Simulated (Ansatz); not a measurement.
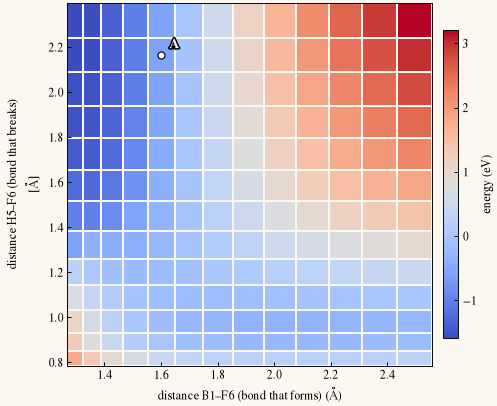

The reacting system BCl2FH2 (fragments BCl₂H + FH where the first distance is long, BCl₂F + H₂ where the second is long). The first coordinate is: distance B1–F6 (bond that forms); the second: distance H5–F6 (bond that breaks). Relaxed at each point: all other coordinates. Grid: 13 × 13 points. Points are written as (first, second). Energies: eV, counted from a guessed transition structure relaxed with its forming and breaking bonds held. Energies and slopes of some neighbouring points disagree (a jump in structure or state, or too coarse a mesh). The reference is spin-restricted, so regions where a bond is pulled apart into radicals lie too high. Computed with RKS SPW92 (LDA)/def2-SVP (Ansatz).

Drawn: one coloured cell a grid point, the point A.

**Is A at rest? If not, where is it pushed?**

A, at (1.600 Å, 2.164 Å), is not a stationary point. The computed force is 5.3 eV for each Å towards smaller values of the first coordinate and nearly zero along the second coordinate.
